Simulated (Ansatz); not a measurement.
## Electronic structure of AlClH2···H2 in real space

```yaml
atoms:
  - { symbol: Al, position_ang: [0.0243, -0.5342, -0.3842] }
  - { symbol: H, position_ang: [0.0070, 0.0910, 2.2997] }
  - { symbol: H, position_ang: [1.3978, 0.1439, -0.6734] }
  - { symbol: H, position_ang: [-1.3814, 0.0802, -0.6594] }
  - { symbol: Cl, position_ang: [0.0753, -2.5686, 0.4297] }
  - { symbol: H, position_ang: [0.0262, -0.5930, 2.0856] }
```

Not at a stationary point (largest force 1.7 eV/Å).

Theory: RKS BHLYP-D4/def2-SVP in Ansatz 0.2.0.

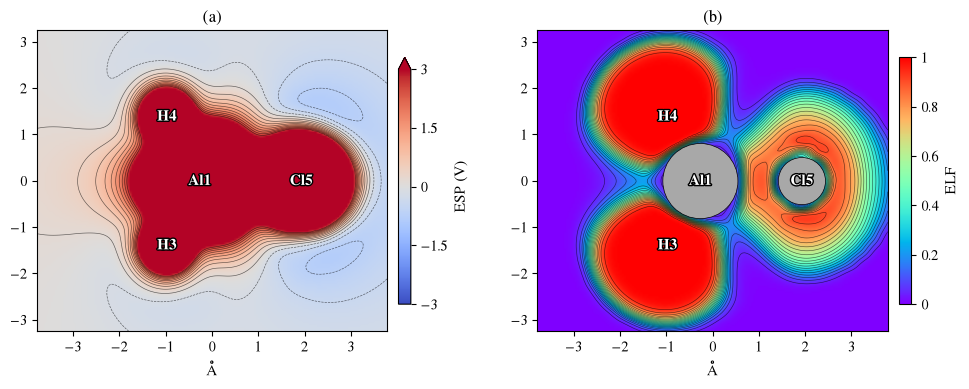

Figure 1. (a) electrostatic potential; (b) ELF on the plane of atoms H3, Al1 and Cl5. Grey discs cover the atomic cores in the ELF map.

Question: Read the bonding off the picture.

Answer:
- The section cuts through Al, H and Cl sites.
- Al–Cl (2.19 Å): the ELF peaks at about 0.90 in the valence shell of Cl, 0.9 Å from its nucleus, and is about 0.80 at the midpoint.
- Al–H (1.56 Å): the ELF climbs to about 1 towards the hydrogen.
- The ELF also peaks beside Cl5, away from the bonds: lone-pair regions.
- Outside the dense part of the complex the potential is most negative (−0.8 V) near Cl5.

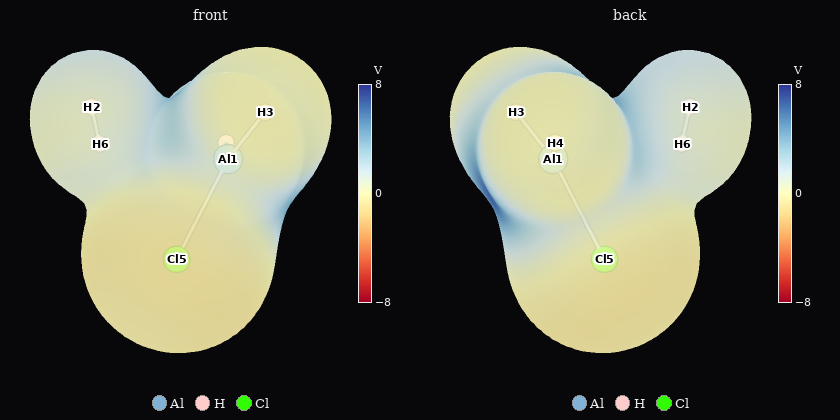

Figure 2. The electrostatic potential painted on the density surface at 0.004 e/bohr³, seen from the front and from behind; the colour scale runs from red (negative) to blue (positive).

Question: Describe the electrostatic potential map.

Answer: The most negative region (about −0.8 V) lies over Cl5, the most positive (about +6.5 V) over Al1.

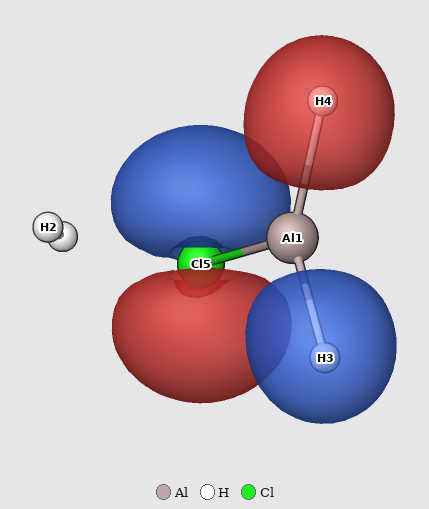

Figure 3. One frontier orbital at ±0.15 Å⁻³ᐟ² (red and blue are the two phases), seen from one side.

Question: Which orbital is it: HOMO or LUMO?

Answer: The HOMO, at −9.66 eV. By Hirshfeld shares it lies mainly on Cl5 (about 55 %), Al1 (about 15 %), H4 (about 15 %) and H3 (about 15 %).
